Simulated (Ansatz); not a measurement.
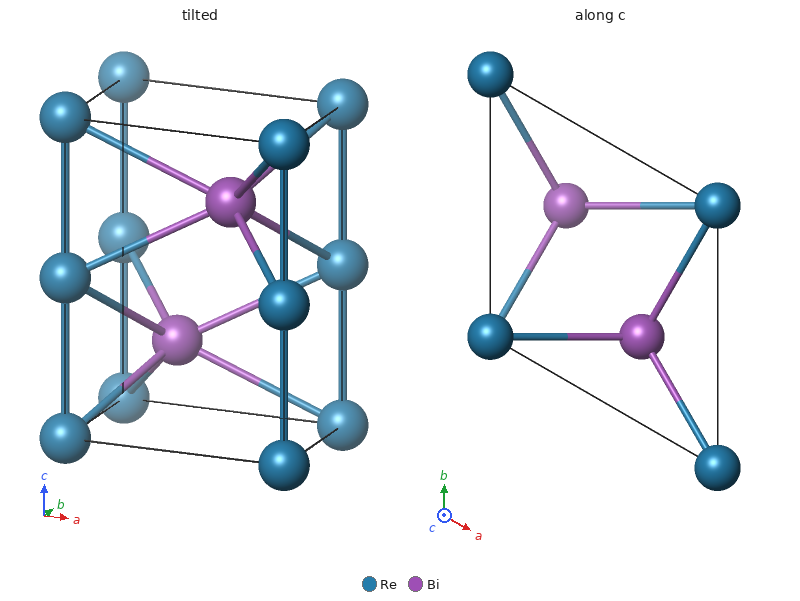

This ball-and-stick model is shown slightly off an axis and along the c axis. Atoms at the boundary of the conventional unit cell (the box) are drawn once for each face, edge or corner they touch.

ReBi, nickel arsenide (NiAs) type, space group P6_3/mmc (No. 194), a = 4.561 Å, b = 4.561 Å, c = 5.053 Å, α = 90.00°, β = 90.00°, γ = 120.00°. Starting structure: a structure type filled with these elements by a generator (whether the compound takes this form wasn't checked). Earlier steps of the study, as a rule a relaxation of our own, may have changed the cell and positions, so they can lie some per cent off the listed ones. It went into a calculation with Ansatz.

This one geometry was computed with Ansatz (DFT, plane waves, PAW) at four levels of theory: r2SCAN, PBEsol, PBE with spin-orbit coupling and LDA.

Which level gives the highest pressure at this volume, and what does that say about its equilibrium volume?

Highest: PBE with spin-orbit coupling (0.6 GPa), which points to the largest equilibrium volume. Lowest, with the smallest volume: LDA (-7.7 GPa). Levels within 0.5 GPa of each other can't be told apart.

How does the band gap change with the level of theory?

All levels give a metal.

Collect the results in a table.

| level | cutoff (eV) | k-mesh of the run's cell | gap (eV) | pressure (GPa) |
| --- | --- | --- | --- | --- |
| r2SCAN | 500 | 10×10×6 | metal | -3.1 |
| PBEsol | 420 | 10×10×6 | metal | -5.1 |
| PBE with spin-orbit coupling | 420 | 10×10×6 | metal | 0.6 |
| LDA | 420 | 10×10×6 | metal | -7.7 |

Gaps are taken on the k-mesh or band path of each run.
